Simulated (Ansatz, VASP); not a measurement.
# CaHf in two plane-wave programs, part 2 of 2

One calculation is typed for both programs; each brings its own data sets. How far apart do they land? The cell is invented: As first built, before any earlier steps moved the atoms (in the runner's words): it takes the ZrHg structure with all of its atoms replaced by other elements, volume scaled by an estimate. It may not be a known or stable phase. The cell is taken from a series of VASP runs on this material, whose earlier steps may have relaxed, scaled or displaced it; both programs get it as it stands. Other levels of theory on this material are compared in a session of their own. Valence electrons are named where the data sets of a main pair hold unlike numbers.

VASP 6.6.1 and Ansatz 0.2.0.

So far: The structure; Ansatz: band structure, RPBE, spin-orbit coupling.

## 3. VASP: band structure, RPBE, spin-orbit coupling

Level of this step: RPBE, spin-orbit coupling; plane waves and PAW (Hf_pv, Ca_sv); invented cell (VASP).

The same cell, functional, mesh and smearing now go to VASP, with its own data sets.

Lines of VASP's logs that name or quote its potential files are left out, and so is its time.

INCAR

```
SYSTEM = CaHf
PREC = Accurate
ENCUT = 400
EDIFF = 1E-06
NELM = 100
ISMEAR = 1
SIGMA = 0.2
LREAL = .FALSE.
ALGO = Normal
GGA = RP
LNONCOLLINEAR = .TRUE.
MAGMOM = 0 0 0 0 0 0
NBANDS = 32
GGA_COMPAT = .FALSE.
LASPH = .TRUE.
LSORBIT = .TRUE.
LMAXMIX = 4
LORBIT = 11
LWAVE = .FALSE.
LCHARG = .FALSE.
```

POSCAR

```
CaHf
1.0
    3.2929099165      0.0000000000      0.0000000000
    0.0000000000      3.2929099165      0.0000000000
    0.0000000000      0.0000000000      5.3264748179
Hf Ca
1 1
Direct
    0.5000000000      0.5000000000      0.5000000000
    0.0000000000      0.0000000000      0.0000000000
```

KPOINTS

```
Automatic mesh
0
Gamma
7 7 4
0 0 0
```

KPOINTS_OPT

```
Line mode
16
Line-mode
Reciprocal
  0.00000000   0.00000000   0.00000000 GAMMA
  0.00000000   0.50000000   0.00000000 X

  0.00000000   0.50000000   0.00000000 X
  0.50000000   0.50000000   0.00000000 M

  0.50000000   0.50000000   0.00000000 M
  0.00000000   0.00000000   0.00000000 GAMMA

  0.00000000   0.00000000   0.00000000 GAMMA
  0.00000000   0.00000000   0.50000000 Z

  0.00000000   0.00000000   0.50000000 Z
  0.00000000   0.50000000   0.50000000 R

  0.00000000   0.50000000   0.50000000 R
  0.50000000   0.50000000   0.50000000 A

  0.50000000   0.50000000   0.50000000 A
  0.00000000   0.00000000   0.50000000 Z

  0.00000000   0.50000000   0.00000000 X
  0.00000000   0.50000000   0.50000000 R

  0.50000000   0.50000000   0.00000000 M
  0.50000000   0.50000000   0.50000000 A
```

PAW data sets: Hf_pv and Ca_sv (PBE family, release 64).

Started as:

```
> mpirun -np 1 vasp_ncl
```

Numbers of over 12 decimals in the logs are rounded to 6 here.

Output:

```text
[banner, memory and clock lines left out]
running    1 mpi-ranks, on    1 nodes
 distrk:  each k-point on    1 cores,    1 groups
 distr:  one band on    1 cores,    1 groups

 POSCAR found type information on POSCAR HfCa
 POSCAR found :  2 types and       2 ions
|                                                                             |
|               ----> ADVICE to this user running VASP <----                  |
|                                                                             |
|     You enforced a specific xc type in the INCAR file but a different       |
|     [... a line on the potential file left out ...]
|     I HOPE YOU KNOW WHAT YOU ARE DOING!                                     |
|                                                                             |

 LDA part: xc-table for (Slater+PW92), standard interpolation
 POSCAR, INCAR and KPOINTS ok, starting setup
 FFT: planning ... GRIDC
 FFT: planning ... GRID_SOFT
 FFT: planning ... GRID
 WAVECAR not read
 entering main loop
       N       E                     dE             d eps       ncg     rms          rms(c)
DAV:   1     0.122760455591E+03    0.12276E+03   -0.90694E+03  1920   0.978E+02
DAV:   2    -0.452832960046E+01   -0.12729E+03   -0.12403E+03  2192   0.303E+02
DAV:   3    -0.113129586352E+02   -0.67846E+01   -0.66092E+01  3272   0.517E+01
DAV:   4    -0.117346045478E+02   -0.42165E+00   -0.42028E+00  2672   0.942E+00
DAV:   5    -0.117527506729E+02   -0.18146E-01   -0.18144E-01  2880   0.172E+00    0.361E+01
DAV:   6    -0.109005605018E+02    0.85219E+00   -0.55990E+00  2416   0.898E+00    0.233E+01
DAV:   7    -0.107608220765E+02    0.13974E+00   -0.99240E-01  2288   0.434E+00    0.129E+01
DAV:   8    -0.107749280600E+02   -0.14106E-01   -0.15324E-01  2488   0.221E+00    0.303E+00
DAV:   9    -0.107534855266E+02    0.21443E-01   -0.67040E-02  2600   0.994E-01    0.929E-01
DAV:  10    -0.107511896402E+02    0.22959E-02   -0.89787E-03  2424   0.457E-01    0.325E-01
DAV:  11    -0.107511942246E+02   -0.45845E-05   -0.71596E-04  2464   0.137E-01    0.143E-01
DAV:  12    -0.107511973935E+02   -0.31689E-05   -0.55760E-05  2984   0.356E-02    0.612E-02
DAV:  13    -0.107512011658E+02   -0.37722E-05   -0.18529E-05  2392   0.319E-02    0.282E-02
DAV:  14    -0.107512013131E+02   -0.14731E-06   -0.18537E-06  2320   0.846E-03
   1 F= -.10751201E+02 E0= -.10748987E+02  d E =-.664220E-02  mag=    -0.0000     0.0000     0.0000
 Start KPOINTS_OPT (optional k-point list driver)
k-point batch [1-30\144]
       N       E                     dE             ncg
DAV:   1    -0.620162798970E+04   -0.18378E+05     1944
DAV:   2    -0.100209605484E+05   -0.38193E+04     2160
DAV:   3    -0.102276339937E+05   -0.20667E+03     3224
DAV:   4    -0.102402746358E+05   -0.12641E+02     2824
DAV:   5    -0.102408201203E+05   -0.54548E+00     2864
DAV:   6    -0.102408346234E+05   -0.14503E-01     2776
DAV:   7    -0.102408350357E+05   -0.41231E-03     2920
DAV:   8    -0.102408350518E+05   -0.16116E-04     2592
DAV:   9    -0.102408350524E+05   -0.55718E-06     1776
[...]
k-point batch [121-144\144]
       N       E                     dE             ncg
DAV:   1    -0.189756923556E+04   -0.21462E+05     1560
DAV:   2    -0.479009872425E+04   -0.28925E+04     1648
DAV:   3    -0.493619202100E+04   -0.14609E+03     2504
DAV:   4    -0.494347468840E+04   -0.72827E+01     2184
DAV:   5    -0.494386556344E+04   -0.39088E+00     2344
DAV:   6    -0.494387322688E+04   -0.76634E-02     2224
DAV:   7    -0.494387345660E+04   -0.22972E-03     2416
DAV:   8    -0.494387346430E+04   -0.77031E-05     2040
DAV:   9    -0.494387346462E+04   -0.31849E-06     1416
```

Parts of OUTCAR (step 3):

```text
ion  position               nearest neighbor table
   1  0.500  0.500  0.500-
   2  0.000  0.000  0.000-

  LATTYP: Found a simple tetragonal cell.
 ALAT       =     3.2929099165
 C/A-ratio  =     1.6175586193

 Subroutine GETGRP returns: Found 16 space group operations
 (whereof 16 operations were pure point group operations)

The static configuration has the point symmetry D_4h.

 Found     30 irreducible k-points:

   k-points           NKPTS =     30   k-points in BZ     NKDIM =     30   number of bands    NBANDS=     32

   dimension x,y,z NGX =    24 NGY =   24 NGZ =   36
   dimension x,y,z NGXF=    48 NGYF=   48 NGZF=   72

   ENCUT  =  400.0 eV  29.40 Ry    5.42 a.u.   5.37  5.37  8.69*2*pi/ulx,y,z

   NELECT =      20.0000    total number of electrons

 k-points in reciprocal lattice and weights: Automatic mesh
   0.00000000  0.00000000  0.00000000       0.005
   0.14285714  0.00000000  0.00000000       0.020
   0.28571429  0.00000000  0.00000000       0.020
   0.42857143  0.00000000  0.00000000       0.020
   0.14285714  0.14285714  0.00000000       0.020
   0.28571429  0.14285714  0.00000000       0.041
   0.42857143  0.14285714  0.00000000       0.041
   0.28571429  0.28571429  0.00000000       0.020
   0.42857143  0.28571429  0.00000000       0.041
[...]
0.42857143  0.28571429  0.50000000       0.041
   0.42857143  0.42857143  0.50000000       0.020

 average (electrostatic) potential at core
       1 -39.6704       2 -46.3265

 E-fermi :   3.3709

 k-point     1 :       0.0000    0.0000    0.0000
  band No.  band energies     occupation
    ...
     16      -2.1221      1.00000
     17       1.5841      1.00000
     18       1.5841      1.00000
     19       2.6480      1.00000
     20       2.6480      1.00000
     21       4.2081     -0.00000
     22       4.2081     -0.00000
     23       5.5630     -0.00000
     24       5.5630     -0.00000
     25       5.6805     -0.00000
    ...

 k-point     2 :       0.1429    0.0000    0.0000
  band No.  band energies     occupation
    ...
     16      -1.7427      1.00000
     17       1.8976      1.00000
     18       1.8976      1.00000
     19       2.8492      1.00070
     20       2.8492      1.00070
     21       3.8966     -0.00064
     22       3.8966     -0.00064
     23       5.4245     -0.00000
     24       5.4245     -0.00000
     25       5.6922     -0.00000
    ...

 k-point     3 :       0.2857    0.0000    0.0000
  band No.  band energies     occupation
    ...
     18       2.6103      1.00000
     19       3.1557      1.03134
     20       3.1557      1.03134
     21       3.3229      0.69685
     22       3.3229      0.69685
     23       4.7489     -0.00000
     24       4.7489     -0.00000
     25       5.6796     -0.00000
     26       5.6796     -0.00000
     27       6.2485     -0.00000
    ...

  Total       -0.0482158     -0.0482158      0.0566395      0.0000000      0.0000000      0.0000000
  in kB       -1.3375212     -1.3375212      1.5711956      0.0000000      0.0000000      0.0000000
  external PRESSURE =      -0.3679489 kB  Pullay stress =       0.0000000 kB

  energy-cutoff  :      400.00
  volume of cell :       57.76
      direct lattice vectors                 reciprocal lattice vectors
     3.292909917  0.000000000  0.000000000     0.303682769  0.000000000  0.000000000
     0.000000000  3.292909917  0.000000000     0.000000000  0.303682769  0.000000000
     0.000000000  0.000000000  5.326474818     0.000000000  0.000000000  0.187741430

 POSITION                                       TOTAL-FORCE (eV/Angst)
 -----------------------------------------------------------------------------------
      1.64645      1.64645      2.66324         0.000000      0.000000      0.000000
      0.00000      0.00000      0.00000         0.000000      0.000000      0.000000
 -----------------------------------------------------------------------------------
    total drift:                                0.000000     -0.000000     -0.000000

  FREE ENERGIE OF THE ION-ELECTRON SYSTEM (eV)
  ---------------------------------------------------
  free  energy   TOTEN  =       -10.7512013131 eV

  energy  without entropy=      -10.7445591127  energy(sigma->0) =      -10.74898725

 Spin-Orbit-Coupling matrix elements
 Ion:    1  E_soc:     -1.3850750
 Ion:    2  E_soc:     -0.0047179

 total charge
# of ion       s       p       d       tot
------------------------------------------
    1        0.392   6.261   1.406   8.059
    2        2.086   5.847   0.266   8.199
--------------------------------------------------
tot          2.478  12.108   1.672  16.258

 magnetization (x)
# of ion       s       p       d       tot
------------------------------------------
    1        0.000  -0.000   0.000   0.000
    2        0.000   0.000  -0.000  -0.000
--------------------------------------------------
tot          0.000  -0.000   0.000   0.000

 magnetization (y)
# of ion       s       p       d       tot
------------------------------------------
    1        0.000   0.000  -0.000   0.000
    2       -0.000   0.000   0.000  -0.000
--------------------------------------------------
tot          0.000   0.000  -0.000   0.000

 magnetization (z)
# of ion       s       p       d       tot
------------------------------------------
    1       -0.000  -0.000  -0.000  -0.000
    2       -0.000  -0.000   0.000   0.000
--------------------------------------------------
tot         -0.000  -0.000   0.000  -0.000

[... 3 further parts left out ...]
```

The run ends at a pressure of -0.04 GPa.

## 4. Differences

Known differences besides the potentials themselves: spin-orbit coupling enters by fully relativistic files in Ansatz and inside the spheres in VASP; the data sets hold 36 valence electrons in Ansatz (on its fully relativistic PAW (standard-fr) files) and 20 in VASP; the cutoff is 420 eV in Ansatz and 400 eV in VASP; Ansatz makes its cores anew for this functional, VASP keeps those of its PBE data sets. Total energies have different zeros and are not compared.

Both answers:

| quantity | Ansatz | VASP | difference |
| --- | --- | --- | --- |
| pressure (GPa) | 0.11 | -0.04 | +0.14 |

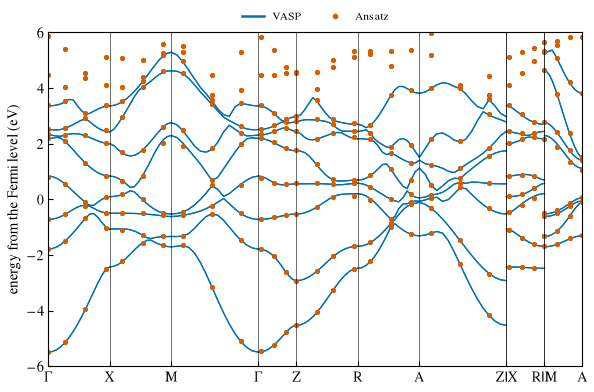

Bands from VASP (lines) and levels from Ansatz (dots). Dots without a line are higher empty bands that the VASP plot leaves out.

Levels from 3 eV below to 2 eV above the Fermi level differ by 22 meV r.m.s. and 99 meV at most; each VASP level is matched to the nearest of Ansatz, which flatters the figure a little.

## 5. Outcome

| Property | Result |
| --- | --- |
| r.m.s. difference of levels near the Fermi level (band structure, RPBE, spin-orbit coupling) | 22 meV |

**Reading.** The r.m.s. difference of levels near the Fermi level is 22 meV (band structure, RPBE, spin-orbit coupling), within the 80 meV picked in this series as the mark of a large difference. The data sets hold unlike numbers of valence electrons (36 in Ansatz and 20 in VASP), so part of the differences comes from the potentials. 4 further runs of this series are not shown here. How closely two codes agree says nothing of how well the functional describes the real material.

[Lines on the potential files, build, host, timing and source positions are cut from VASP's logs without a mark.]

[Logs are printed without paths, hosts, clocks, repeated set-up lines and the standing remarks that a program may print on its own settings, such as how far it seeks lower states.]

[Hosts, paths, dates, database ids (printed as entryN), source tags and the programs' standing remarks are cut or masked in the printed files.]
